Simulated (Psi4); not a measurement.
# SiH3 (silyl radical) at UMP2/6-311+G(d,p) (density fitting, density fitting for correlation, sweep point 7)

Aim: the vertical doublet–quartet gap of SiH3 (silyl radical) at UMP2/6-311+G** (density fitting, density fitting for correlation, sweep point 7), from 2 runs. 

Program for the calculation: Psi4 1.11.

**1. Starting point**

The species is SiH3 (4 atoms), meant as a doublet with charge 0. As SMILES, `[SiH3]`. The coordinates come from a PBE0-D4/def2-TZVP relaxation.

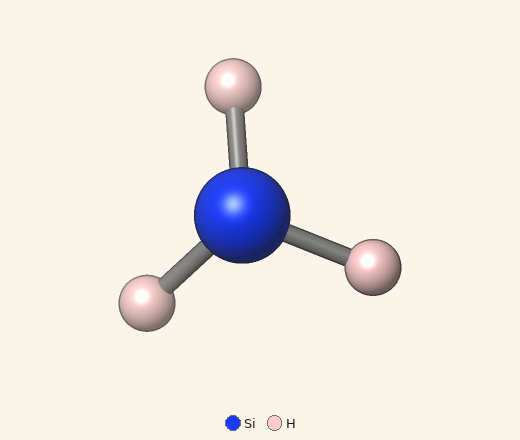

The structure, seen from a chosen angle (silicon blue, hydrogen pink).

**2. The energy at UMP2/6-311+G(d,p) (density fitting, density fitting for correlation, sweep point 7)**

job.in

```
memory 1.6 GB

molecule system {
  0 2
  Si     0.55516374    -0.05083363    -0.30997178
  H      1.05664036     1.25723479     2.12386319
  H     -0.42337424    -2.64873462     0.11362923
  H     -1.18842986     1.44233346    -1.92750175
  units au
  symmetry c1
}

set basis 6-311+G**
set reference uhf
set puream true
set scf_type df
set num_frozen_docc 5
set maxiter 100

energy("mp2")
print_variables()
```

The run is started by

```console
$ psi4 -i job.in -o job.out -n 1
```

job.out:

```text
[...]
  Running in c1 symmetry.
[...]
  Nuclear repulsion =   15.603296027937279
[...]
  Multiplicity = 2
[...]
  Nalpha       = 9
  Nbeta        = 8
[...]
    Number of basis functions: 48
[...]
   @DF-UHF iter   1:  -290.61056450586005   -5.18396e-01   3.78996e-03 DIIS/ADIIS
[...]
   @DF-UHF iter  11:  -290.63217990461504   -8.07177e-12   9.82336e-09 DIIS
[...]
   @S^2 Observed:                7.542178064E-01
[...]
    Orbital Energies [Eh]
    ---------------------
    Alpha Occupied:
       1A    -68.789323     2A     -6.136666     3A     -4.250518
       4A     -4.240251     5A     -4.240251     6A     -0.729641
       7A     -0.491535     8A     -0.491533     9A     -0.334817
    Alpha Virtual:
      10A      0.068559    11A      0.077942    12A      0.077943
      13A      0.083734    14A      0.149456    15A      0.149458
      16A      0.190385    17A      0.367655    18A      0.367655
      19A      0.375806    20A      0.489422    21A      0.511276
      22A      0.511279    23A      0.607567    24A      0.736187
      25A      0.736187    26A      0.882726    27A      1.075314
[...]
  @DF-UHF Final Energy:  -290.63217990461504
   => Energetics <=
    Nuclear Repulsion Energy =             15.6032960279372794
    One-Electron Energy =                -433.5066351646818816
    Two-Electron Energy =                 127.2711592321295484
    Total Energy =                       -290.6321799046150431
  UHF NO Occupations:
  HONO-2 :    7  A 1.9997488
  HONO-1 :    8  A 1.9983966
[...]
 Multipole Moments:
 ------------------------------------------------------------------------------------
     Multipole            Electronic (a.u.)      Nuclear  (a.u.)        Total (a.u.)
 ------------------------------------------------------------------------------------
 L = 1.  Multiply by 2.5417464519 to convert [e a0] to [Debye]
 Dipole X            :          1.0795205           -0.9933632            0.0861573
 Dipole Y            :         -0.0988488            0.0909574           -0.0078914
 Dipole Z            :         -0.6027597            0.5546458           -0.0481139
 Magnitude           :                                                    0.0989965
[...]
```

It took 1.5 s on 1 thread of Intel Xeon 6975P-C (Granite Rapids), shared host; peak memory 0.19 GiB.

**3. The quartet**

calc.inp

```
memory 1600 MB

molecule {
  0 4
  Si     0.55516374    -0.05083363    -0.30997178
  H      1.05664036     1.25723479     2.12386319
  H     -0.42337424    -2.64873462     0.11362923
  H     -1.18842986     1.44233346    -1.92750175
  units au
  symmetry c1
}

set globals {
  reference       uhf
  puream          true
  scf_type        df
  num_frozen_docc 5
  maxiter         100
}

energy_value, wavefunction = energy('mp2/6-311+G**', return_wfn=True)
print_variables()
```

The run is started by

```console
$ psi4 -n 1 calc.inp calc.out
```

calc.out:

```text
[...]
  Running in c1 symmetry.
[...]
  Nuclear repulsion =   15.603296027937279
[...]
  Multiplicity = 4
[...]
  Nalpha       = 10
  Nbeta        = 7
[...]
    Number of basis functions: 48
[...]
   @DF-UHF iter   1:  -290.26081742265183   -1.68649e-01   4.35086e-03 ADIIS/DIIS
[...]
   @DF-UHF iter  37:  -290.31256467310902   -5.11591e-12   9.82373e-09 DIIS
[...]
   @S^2 Observed:                3.772728759E+00
[...]
    Orbital Energies [Eh]
    ---------------------
    Alpha Occupied:
       1A    -68.830097     2A     -6.181589     3A     -4.290012
       4A     -4.288567     5A     -4.280561     6A     -0.837047
       7A     -0.654777     8A     -0.551210     9A     -0.382364
      10A     -0.134397
    Alpha Virtual:
      11A      0.059915    12A      0.062410    13A      0.075436
      14A      0.080273    15A      0.107343    16A      0.142158
      17A      0.318061    18A      0.339868    19A      0.352834
      20A      0.427104    21A      0.452269    22A      0.468043
      23A      0.551132    24A      0.669987    25A      0.675554
[...]
  @DF-UHF Final Energy:  -290.31256467310902
   => Energetics <=
    Nuclear Repulsion Energy =             15.6032960279372794
    One-Electron Energy =                -432.4942200896986151
    Two-Electron Energy =                 126.5783593886523022
    Total Energy =                       -290.3125646731090228
  UHF NO Occupations:
  HONO-2 :    8  A 1.0000000
  HONO-1 :    9  A 1.0000000
[...]
 Multipole Moments:
 ------------------------------------------------------------------------------------
     Multipole            Electronic (a.u.)      Nuclear  (a.u.)        Total (a.u.)
 ------------------------------------------------------------------------------------
 L = 1.  Multiply by 2.5417464519 to convert [e a0] to [Debye]
 Dipole X            :          0.7624112           -0.9933632           -0.2309520
 Dipole Y            :         -0.2204301            0.0909574           -0.1294727
 Dipole Z            :         -0.1330127            0.5546458            0.4216332
 Magnitude           :                                                    0.4978720
[...]
```

Run time: 1.4 s. Hardware: 1 thread of Intel Xeon 6975P-C (Granite Rapids), shared host; peak memory 0.19 GiB.

**4. Summary of results**

Level: UMP2/6-311+G** (density fitting, density fitting for correlation, sweep point 7), 5 core orbitals frozen.

```
                                                           quantity          value
                                              doublet: total energy  -290.72821 Eh
doublet: HOMO energy (Hartree–Fock orbitals) (highest over α and β)       -9.11 eV
 doublet: LUMO energy (Hartree–Fock orbitals) (lowest over α and β)        0.69 eV
               doublet: correlation energy (5 core orbitals frozen)      -96.0 mEh
                         doublet: ⟨S²⟩ of the reference determinant          0.754
                                              quartet: total energy  -290.40367 Eh
quartet: HOMO energy (Hartree–Fock orbitals) (highest over α and β)       -3.66 eV
               quartet: correlation energy (5 core orbitals frozen)      -91.1 mEh
                         quartet: ⟨S²⟩ of the reference determinant          3.773
                   vertical energy of the quartet above the doublet       8.831 eV
```

**Reading.** At this shape the quartet lies 8.83 eV (852 kJ/mol) above the doublet.
